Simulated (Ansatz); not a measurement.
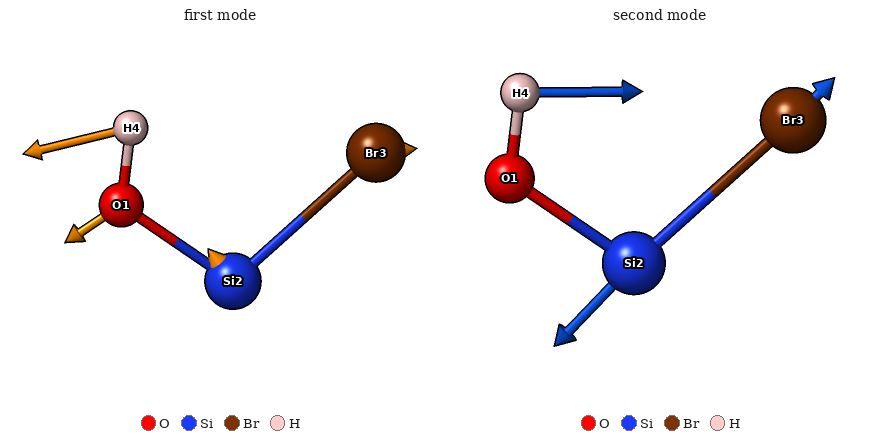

The system is BrHOSi, SMILES O[Si]Br; the picture shows the reference structure; its two panels give the patterns of the first and the second mode as arrows. 
- Coordinates scanned: (1) normal mode 1 (229 cm⁻¹); (2) normal mode 2 (393 cm⁻¹).
- Nothing is relaxed (straight displacements along the two mass-weighted modes).
- The grid has 11 × 11 points.
- Points are written as (first, second).
- Energies are in eV, from the relaxed molecule at the same level.
- Computed with Ansatz 0.2.0, RKS wB97X-V/def2-SVP.

Its coordinates:

```xyz
4

O    -0.8822    0.4663   -0.4557
Si   -0.5956   -0.8135    0.5499
Br    1.6855   -0.7147    0.6834
H    -0.1522    1.0016   -0.7979
```

Range: normal mode 1 (229 cm⁻¹) from −1.205 to 1.205 amu½·Å; normal mode 2 (393 cm⁻¹) from −1.875 to 1.875 amu½·Å.

Predict the map.

Answer. The lowest grid point is at (0.000 amu½·Å, 0.000 amu½·Å), 0.00 eV from the relaxed molecule at the same level. No other kind of well shows on this grid. The highest grid point, (1.205 amu½·Å, −1.875 amu½·Å), lies 2.34 eV above the lowest.

```tsv
normal mode 2 (393 cm⁻¹) ↓, normal mode 1 (229 cm⁻¹) →	−1.205	−0.964	−0.723	−0.482	−0.241	0.000	0.241	0.482	0.723	0.964	1.205
1.875	1.42	1.21	1.03	0.89	0.79	0.71	0.66	0.64	0.63	0.64	0.66
1.500	1.05	0.86	0.71	0.60	0.52	0.47	0.45	0.44	0.45	0.47	0.50
1.125	0.72	0.57	0.45	0.36	0.31	0.28	0.27	0.28	0.29	0.32	0.35
0.750	0.47	0.34	0.25	0.18	0.15	0.13	0.13	0.15	0.17	0.19	0.23
0.375	0.29	0.19	0.11	0.07	0.04	0.04	0.04	0.05	0.08	0.11	0.15
0.000	0.21	0.12	0.06	0.03	0.01	0.00	0.01	0.02	0.05	0.09	0.15
−0.375	0.23	0.16	0.11	0.07	0.05	0.04	0.05	0.07	0.11	0.16	0.24
−0.750	0.40	0.33	0.27	0.23	0.21	0.20	0.21	0.24	0.29	0.36	0.46
−1.125	0.74	0.66	0.60	0.56	0.53	0.52	0.53	0.57	0.64	0.73	0.85
−1.500	1.32	1.22	1.15	1.10	1.07	1.06	1.08	1.13	1.21	1.32	1.46
−1.875	2.21	2.10	2.01	1.95	1.92	1.91	1.93	1.99	2.08	2.20	2.34
```

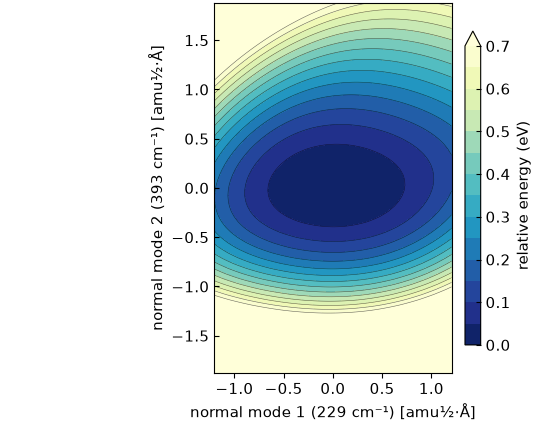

The picture shows filled contours, one colour for all values above the top of the scale. Between grid points the surface is interpolated.

Each point was launched as `ansatz run input.yaml --threads 1 --pin off --max-ram 2560MiB --backend cpu --events-out ev --progress --plain --runs-dir out`. The whole map (121 points run) took 17 min on 1 thread of Arm Neoverse V1, with other jobs on the host.
